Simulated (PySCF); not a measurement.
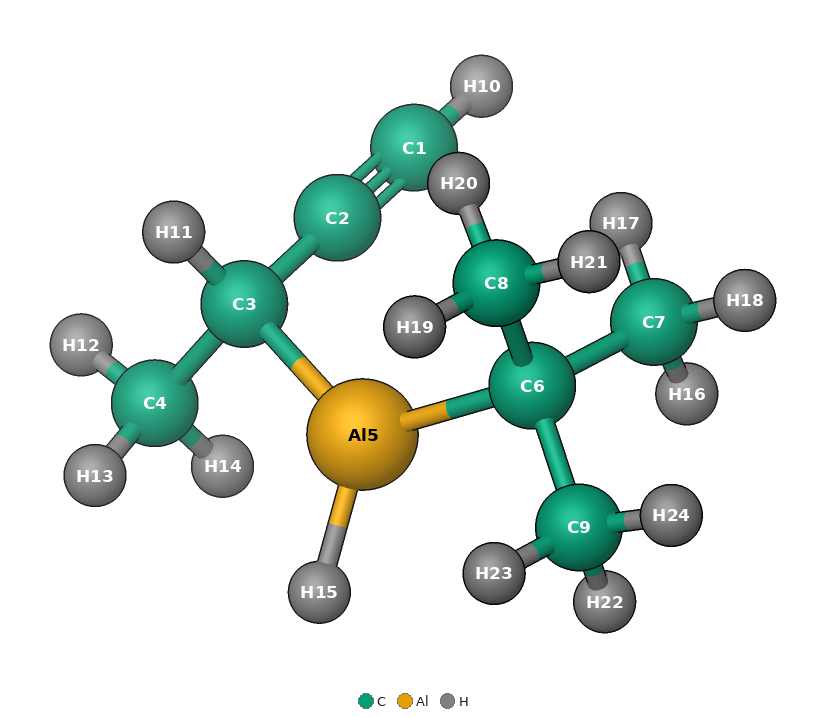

Computed geometry: GFN2-xTB optimisation. No frequency run is at hand to confirm it as a minimum. Electric field gradients from the ground-state density, PBE0/pcSseg-1 (PySCF 2.14.0), non-relativistic apart from any core potentials.

Give the largest field-gradient component, the quadrupole coupling constant and the asymmetry for 27Al at Al5 (Q = 146.6 mb), 2H at H10 (Q = 2.86 mb), 2H at H11 (Q = 2.86 mb), 2H at H12 (Q = 2.86 mb), 2H at H13 (Q = 2.86 mb).

```csv
atom,V_zz (a.u.),e²qQ/h (MHz),η
Al5,1.469,50.6,0.12
H10,0.398,0.268,0.01
H11,0.295,0.199,0.07
H12,0.310,0.208,0.02
H13,0.303,0.204,0.04
```

The geometry is semi-empirical. Around Al such bond lengths and angles can be off by a tenth of an ångström or more and by several degrees, and values that hang on the shape move with them.
